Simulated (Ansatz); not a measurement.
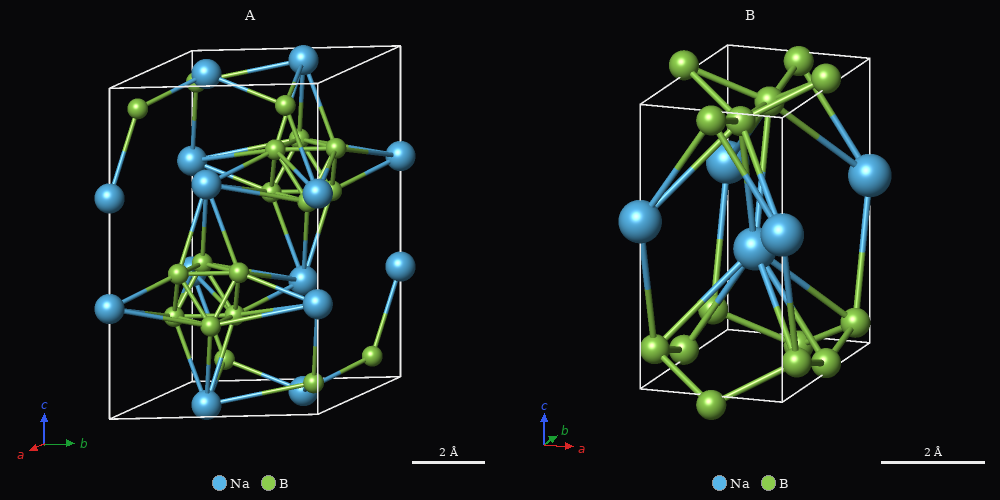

Two structures of NaB3, each relaxed to rest (conventional cells in solid outline, small ones repeated, not to one scale). Method: Ansatz, DFT PBE, scalar-relativistic, plane waves, PAW, without spin polarisation.

> Characterise the two forms.

A: 24 atoms a cell on a rhombohedral (trigonal R) lattice, R-3m. B: 8 atoms a cell on a primitive orthorhombic lattice, Pmmn.

> Which structure wins energetically, and by what margin?

B is lower, by 632 meV/atom at this level of theory (energies at zero smearing). Volumes: A 11.9, B 10.4 Å³/atom.

One or both may be structure types tried for this composition rather than known phases.
